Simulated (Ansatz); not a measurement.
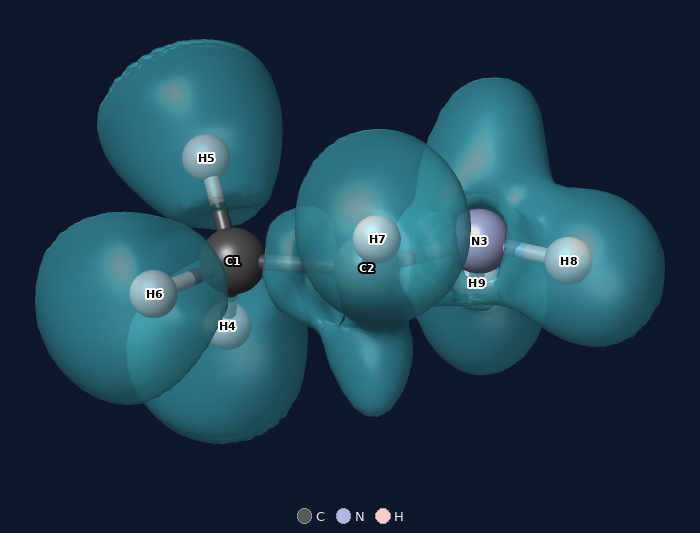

Figure 1: C₂H₆N (SMILES C[CH]N) (doublet). Isosurface of the ELF at 0.75 (cyan), seen from one side. Only the valence region is drawn (cores and ρ < 0.01 e/Å³ removed).

Geometry: PBE0-D3(BJ)/def2-SVP.

Theory: Ansatz 0.2.0, isolated molecule in a Gaussian basis; Kohn-Sham density functional theory, functional PBE0.

```json
{"atom": "C", "x (Å)": "-0.3746", "y (Å)": "-0.8552", "z (Å)": "-0.2126"}
{"atom": "C", "x (Å)": "0.2375", "y (Å)": "-1.4023", "z (Å)": "-1.4503"}
{"atom": "N", "x (Å)": "0.0195", "y (Å)": "-0.7180", "z (Å)": "-2.6444"}
{"atom": "H", "x (Å)": "-1.4659", "y (Å)": "-0.7173", "z (Å)": "-0.3257"}
{"atom": "H", "x (Å)": "0.0374", "y (Å)": "0.1353", "z (Å)": "0.0758"}
{"atom": "H", "x (Å)": "-0.2186", "y (Å)": "-1.5348", "z (Å)": "0.6377"}
{"atom": "H", "x (Å)": "1.2037", "y (Å)": "-1.9134", "z (Å)": "-1.3856"}
{"atom": "H", "x (Å)": "0.3398", "y (Å)": "-1.2036", "z (Å)": "-3.4756"}
{"atom": "H", "x (Å)": "-0.9351", "y (Å)": "-0.3924", "z (Å)": "-2.7724"}
```

Question: Identify the bonds, lone pairs and shells in this picture.

Answer: At this value the surface marks out four regions around hydrogen nuclei and one joined region spread over several atoms (H, N), in which their bonds and any lone pairs are merged. Along the contacts the grid gives the following. C–N (1.39 Å): the ELF peaks at about 0.90 between the atoms: a covalent bond. C–C (1.49 Å): the ELF peaks at about 0.95 between the atoms, as expected for a shared electron pair.
